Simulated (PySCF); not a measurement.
## Electronic structure of BeGe (triplet) in real space

```xyz
2

Be    0.0000    0.0000   -1.9413
Ge    0.0000    0.0000    0.2367
```

⟨S²⟩ = 2.08, above the pure value of 2.00.

All numbers below come from PBE0/pcseg-1, non-relativistic, at a bond length of 2.178 Å in PySCF.

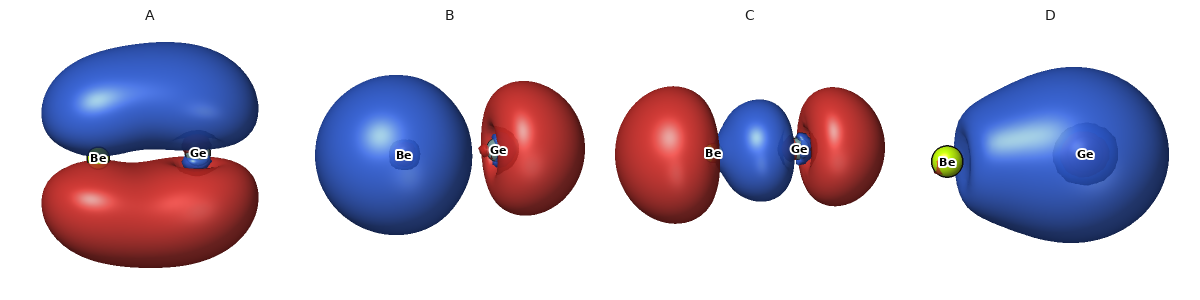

Figure 1. Four frontier β-spin orbitals, each drawn at the value that holds 80 % of its norm (blue and red are the two phases), in no order; of a degenerate pair one member is drawn.

**Name the orbitals and rank them from lowest to highest energy.**

Orbital D: σ, occupied in this spin, −11.98 eV; mainly on Ge (80 %).
Orbital B: σ, occupied in this spin, −6.69 eV; shared between the atoms (Be 60 %, Ge 40 %).
Orbital C: σ, empty in this spin, −3.14 eV; shared between the atoms (Be 55 %, Ge 45 %).
Orbital A: π, empty in this spin, −2.57 eV; bonding, with no node between the atoms.

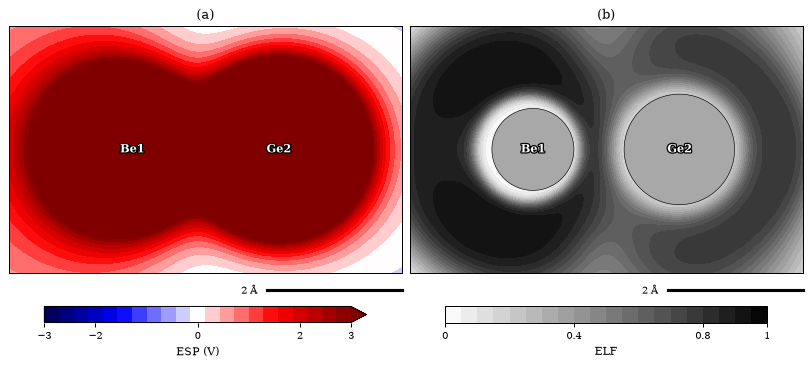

Figure 2. (a) electrostatic potential; (b) electron localisation function on a plane that holds the molecular axis. Grey discs cover the atomic cores in the ELF map.

**Interpret the plot.**

- The plane passes through Be and Ge nuclei.
- Be–Ge (2.18 Å): the ELF is about 0.60 at the midpoint.
- The potential has no marked negative region in this plane.

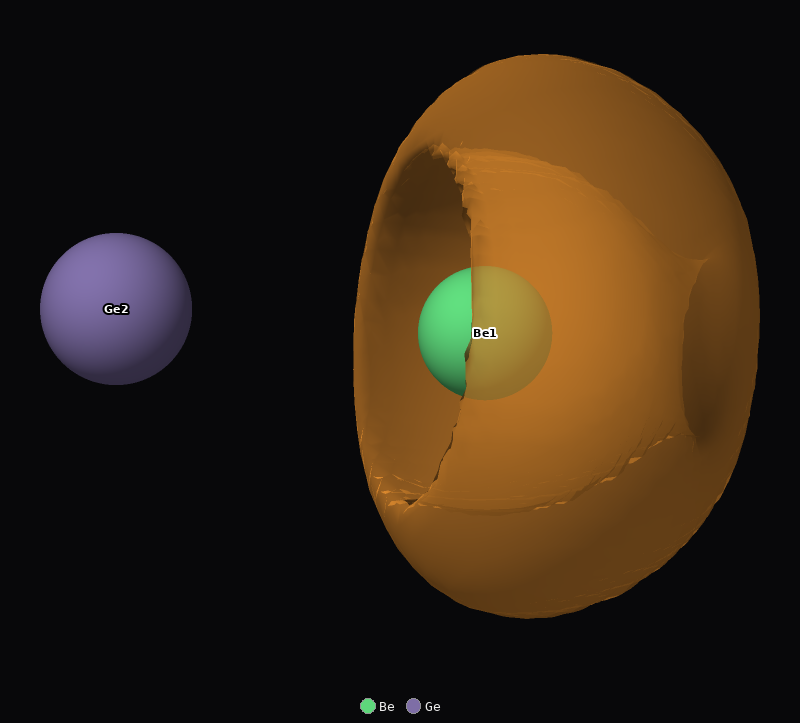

Figure 3. Isosurface of the ELF at 0.9 (orange), seen from one side. Core shells and regions of very low density are left out.

**What do the ELF domains correspond to?**

The surface consists of one region wrapped around Be (its valence shell).

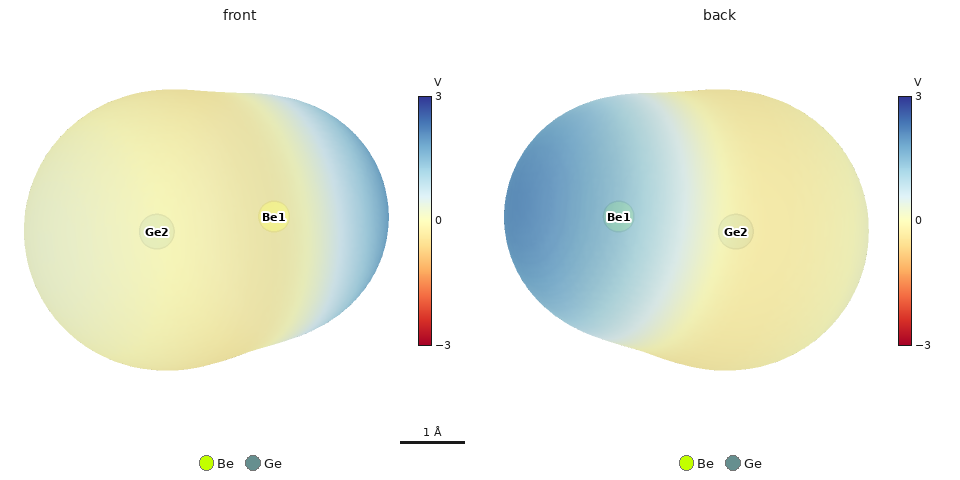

Figure 4. The molecular electrostatic potential painted on the density surface at 0.002 e/bohr³, seen from the front and from behind; red is negative and blue positive.

**Describe the electrostatic potential map.**

The most negative region (about −0.3 V) lies over Ge2, the most positive (about +2.1 V, or +48 kcal/mol for a unit charge) over Be1.
